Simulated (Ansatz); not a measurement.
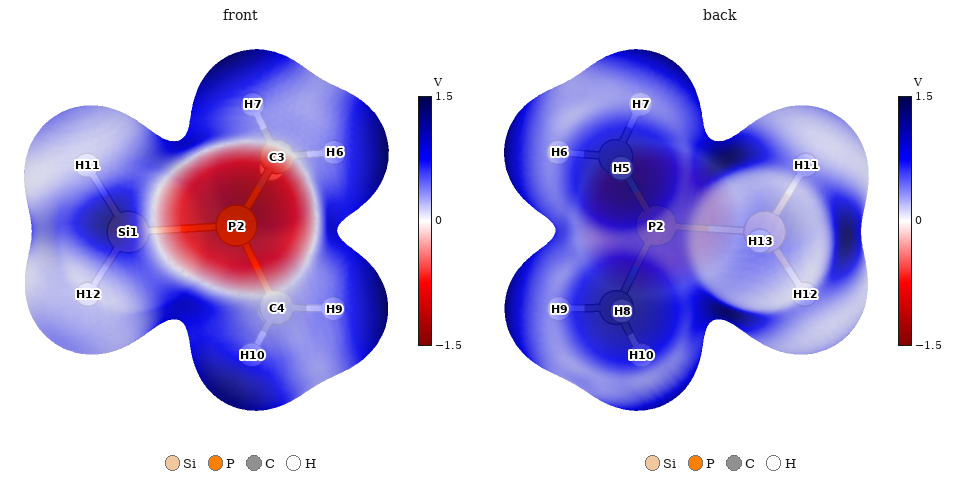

Figure 1: C2H9PSi (Si(PMe2)H3). The molecular electrostatic potential painted on the density surface at 0.004 e/bohr³, seen from the front and from behind; the colour scale runs from red (negative) to blue (positive).

Geometry: PBE-D4/def2-SVP; not at a stationary point (largest force 0.7 eV/Å).

Level of theory: RKS PBE0-D4/def2-TZVP in Ansatz 0.2.0.

Input file:

```
crystal:
  periodic: [false, false, false]
  atoms:
    - {symbol: Si, position_ang: [0.437564, 0.684161, -1.663469]}
    - {symbol: P, position_ang: [0.440817, 0.704369, 0.610675]}
    - {symbol: C, position_ang: [1.029516, -1.053343, 0.899168]}
    - {symbol: C, position_ang: [-1.400490, 0.474323, 0.886377]}
    - {symbol: H, position_ang: [0.457980, -1.815526, 0.330081]}
    - {symbol: H, position_ang: [0.942203, -1.281416, 1.980986]}
    - {symbol: H, position_ang: [2.100874, -1.130421, 0.626825]}
    - {symbol: H, position_ang: [-1.837064, -0.371192, 0.315625]}
    - {symbol: H, position_ang: [-1.575565, 0.298125, 1.967092]}
    - {symbol: H, position_ang: [-1.931144, 1.406714, 0.609406]}
    - {symbol: H, position_ang: [1.858255, 0.669429, -2.164352]}
    - {symbol: H, position_ang: [-0.237953, 1.932317, -2.168914]}
    - {symbol: H, position_ang: [-0.284992, -0.517529, -2.229500]}
basis:
  gaussian: {orbitals: def2-TZVP, initial_orbitals: start.molden}
hamiltonian: {xc: pbe0, dispersion: d4}
scf: {omitted_lower_state_checks: [starts]}
output: {forces: true, orbitals: {seedname: orbitals}}
```

Command:

```sh
ansatz run in.yaml --threads 4 --pin off --events-out ev --progress --plain --max-ram 3916MiB
```

Which sites attract a positive test charge, and which a negative one?

Answer. A positive charge is drawn to the negative regions and a negative charge to the positive ones. The most negative region (about −1.2 V) lies over P2, the most positive (about +1.4 V) over Si1, H6, H9 and H10.
